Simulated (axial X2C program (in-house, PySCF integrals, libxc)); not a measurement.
# RuAs: properties at the nuclei

Wanted for RuAs: properties at the nuclei, at the two-component level.

Method: two-component X2C with atomic mean-field terms, Ru dyall-cv3z, As dyall-cv3z; program: an in-house X2C program for linear molecules on PySCF integrals.

All values are calculated.

**1. Set-up**

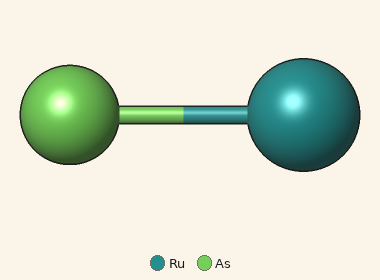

The two atoms at 2.460 Å (ruthenium teal, arsenic green).

File task.json:

```json
{"zs": [44, 33], "q": 0, "bas": ["dyall-cv3z", "dyall-cv3z"], "r0": 2.46, "levels": ["PBE0", "HF", "BP86", "PBE", "B3LYP"], "nst": 3}
```

Keys: zs atomic numbers; q charge; bas basis sets; r0 starting distance in Å; levels methods (HF also brings MP2); nst determinants followed.

The run is started by

```sh
python soeom.py task.json out
```

Nuclei are Gaussian, cores are contracted, and the Gaunt term is on.

**2. Expectation values, lowest determinant**

R = 2.194 Å. State: Ω = 5/2 (excess of +ω over −ω: ω = 5/2).

Output of the PBE0 run:

```text
two-component X2C + atomic mean field  PBE0
basis functions 253  fitting functions 1260  grid points 5798
iter        total energy     max residual
   1      -6788.076356187     8.16e-05
   2      -6788.076356222     5.95e-05
   3      -6788.076356221     5.01e-05
   4      -6788.076356293     1.26e-05
   5      -6788.076356307     7.10e-06
   6      -6788.076356318     5.44e-06
   7      -6788.076356327     3.00e-06
   8      -6788.076356331     8.43e-07
   9      -6788.076356331     6.38e-07
converged
one-electron -10086.58657130  Coulomb 3169.85571092  exact exchange -53.72046056  xc functional -164.79377788  nuclear repulsion 350.21208307  atomic mean-field constant -3.04334058
```

The highest occupied spinor is 62% As p, 18% Ru d, 14% Ru p.

| level | Eeff magnitude (GV/cm) | Ws magnitude Ru (kHz) | A∥/gI Ru (MHz) | qzz Ru (a.u.) | A∥/gI As (MHz) | qzz As (a.u.) | μ (D) |
| --- | --- | --- | --- | --- | --- | --- | --- |
| PBE0 | 2.04 | 0.189 | 927 | 1.29 | -235 | -2.42 | -2.52 |
| HF | 3.18 | 0.896 | 917 | 2.43 | -190 | 0.05 | -2.90 |
| BP86 | 1.4 | 0.0748 | 1010 | 0.98 | -201 | -1.90 | -1.86 |
| PBE | 1.59 | 0.109 | 994 | 0.94 | -203 | -1.92 | -1.93 |
| B3LYP | 1.53 | 0.0912 | 931 | 1.21 | -222 | -2.33 | -2.22 |

Eeff is the effective electric field on the electron dipole moment in this Ω state and Ws the scalar–pseudoscalar constant (defined with the proton number Z and per Ω); A∥ is the parallel hyperfine constant, which follows by multiplying with the nuclear g factor gI = μI/(I μN); qzz is the electric field gradient, eQq0 = 234.96 MHz × Q/barn × qzz; μ is positive if As is the positive end. The operators were transformed with the bare-nucleus X2C matrices.

**3. Expectation values, a higher determinant**

R = 2.194 Å. State: Ω = 9/2 (excess of +ω over −ω: ω = 1/2, ω = 3/2, ω = 5/2), 0.17 eV above the lowest in the PBE0 search for states (made at or near this distance, with looser thresholds).

Output of the PBE0 run:

```text
two-component X2C + atomic mean field  PBE0
basis functions 253  fitting functions 1260  grid points 5798
iter        total energy     max residual
   1      -6788.070209610     2.53e-05
   2      -6788.070209544     6.32e-05
   3      -6788.070209648     1.45e-05
   4      -6788.070209664     1.72e-05
   5      -6788.070209688     4.68e-06
   6      -6788.070209692     2.02e-06
   7      -6788.070209693     1.26e-06
converged
one-electron -10086.48644860  Coulomb 3169.75991740  exact exchange -53.72015577  xc functional -164.79226521  nuclear repulsion 350.21208307  atomic mean-field constant -3.04334058
```

The highest occupied spinor is 61% As p, 18% Ru d, 15% Ru p.

| level | Eeff magnitude (GV/cm) | Ws magnitude Ru (kHz) | A∥/gI Ru (MHz) | qzz Ru (a.u.) | A∥/gI As (MHz) | qzz As (a.u.) | μ (D) |
| --- | --- | --- | --- | --- | --- | --- | --- |
| PBE0 | 2.45 | 0.189 | 600 | 1.31 | 101 | -2.53 | -2.56 |
| HF | 2.95 | 0.439 | 565 | 2.45 | 135 | -0.09 | -2.96 |
| BP86 | 1.87 | 0.134 | 667 | 1.12 | 85.4 | -2.03 | -1.86 |
| PBE | 1.97 | 0.144 | 657 | 1.11 | 83.7 | -2.06 | -1.92 |
| B3LYP | 2.23 | 0.17 | 615 | 1.24 | 101 | -2.41 | -2.26 |

**4. Expectation values, a higher determinant**

R = 2.194 Å. State: Ω = 3/2 (excess of +ω over −ω: ω = 3/2), 0.23 eV above the lowest in the PBE0 search for states (made at or near this distance, with looser thresholds).

Output of the PBE0 run:

```text
two-component X2C + atomic mean field  PBE0
basis functions 253  fitting functions 1260  grid points 5798
iter        total energy     max residual
   1      -6788.067882824     3.20e-06
   2      -6788.067882825     2.75e-06
converged
one-electron -10086.51200946  Coulomb 3169.78827889  exact exchange -53.72060715  xc functional -164.79228759  nuclear repulsion 350.21208307  atomic mean-field constant -3.04334058
```

The highest occupied spinor is 62% As p, 18% Ru d, 14% Ru p.

| level | Eeff magnitude (GV/cm) | Ws magnitude Ru (kHz) | A∥/gI Ru (MHz) | qzz Ru (a.u.) | A∥/gI As (MHz) | qzz As (a.u.) | μ (D) |
| --- | --- | --- | --- | --- | --- | --- | --- |
| PBE0 | 1.99 | 0.335 | -222 | 1.19 | 361 | -2.42 | -2.50 |
| HF | 3.24 | 1.47 | -229 | 2.35 | 253 | 0.04 | -2.89 |
| BP86 | 1.24 | 0.125 | -340 | 0.98 | 347 | -1.97 | -1.80 |
| PBE | 1.41 | 0.185 | -320 | 0.97 | 351 | -1.99 | -1.87 |
| B3LYP | 1.51 | 0.181 | -244 | 1.12 | 353 | -2.34 | -2.20 |

**5. What came out**

```
                                        quantity                                                      value
                              lowest determinant                    Ω = 5/2 (excess of +ω over −ω: ω = 5/2)
                    Eeff magnitude (GV/cm), PBE0                                                       2.04
                     Ws magnitude Ru (kHz), PBE0                                                      0.189
                            A∥/gI Ru (MHz), PBE0                                                        927
                             qzz Ru (a.u.), PBE0                                                       1.29
                              higher determinant  Ω = 9/2 (excess of +ω over −ω: ω = 1/2, ω = 3/2, ω = 5/2)
Eeff magnitude (GV/cm), PBE0, higher determinant                                                       2.45
 Ws magnitude Ru (kHz), PBE0, higher determinant                                                      0.189
        A∥/gI Ru (MHz), PBE0, higher determinant                                                        600
         qzz Ru (a.u.), PBE0, higher determinant                                                       1.31
                              higher determinant                    Ω = 3/2 (excess of +ω over −ω: ω = 3/2)
Eeff magnitude (GV/cm), PBE0, higher determinant                                                       1.99
 Ws magnitude Ru (kHz), PBE0, higher determinant                                                      0.335
        A∥/gI Ru (MHz), PBE0, higher determinant                                                       -222
         qzz Ru (a.u.), PBE0, higher determinant                                                       1.19
```

**Reading.** In the first state, the effective field runs from 1.4 to 3.18 GV/cm over the mean-field levels, so the levels don't agree on it. The expectation values come from single determinants, which for open shells can mix terms of unlike spin or miss the lowest Ω, so a determinant need not be a state. Eeff is the effective electric field on the electron dipole moment in this Ω state and Ws the scalar–pseudoscalar constant (defined with the proton number Z and per Ω); A∥ is the parallel hyperfine constant, which follows by multiplying with the nuclear g factor gI = μI/(I μN); qzz is the electric field gradient, eQq0 = 234.96 MHz × Q/barn × qzz; μ is positive if As is the positive end. The operators were transformed with the bare-nucleus X2C matrices.
